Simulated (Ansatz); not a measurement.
One stationary structure of Mg2Si. Calculation: PBE (plane waves to 420 eV, PAW, scalar-relativistic; Ansatz, a first-principles code).

Fm-3m (No. 225), cF12, AFLOW prototype AB2_cF12_225_a_c (C1, as in CaF2); a = b = c = 6.364 Å, α = β = γ = 90.00°.

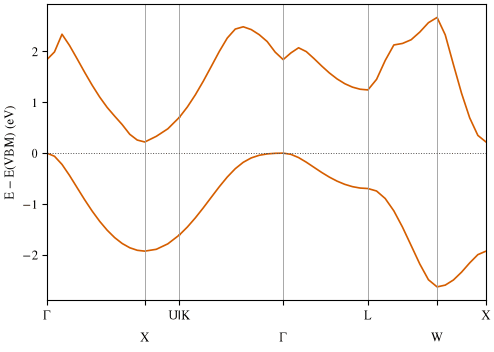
Fig. 1. Highest filled and lowest empty band along the path of this cell's Brillouin zone

Task: Read off the gap and say whether it is direct.

Result: 0.22 eV, indirect (valence top at Γ, conduction bottom at X) (no spin-orbit coupling).

Task: How far does the top valence band disperse along this path?

Result: About 2.6 eV.

No spin polarisation in the result.

The run could not lose the symmetry of its start; a randomly shaken copy of 6 atoms returns to this structure.

The first start was generated by placing the elements on the sites of a structure type. A measured structure of Mg2Si has the same space group, Fm-3m (No. 225); the sites were not compared with it.
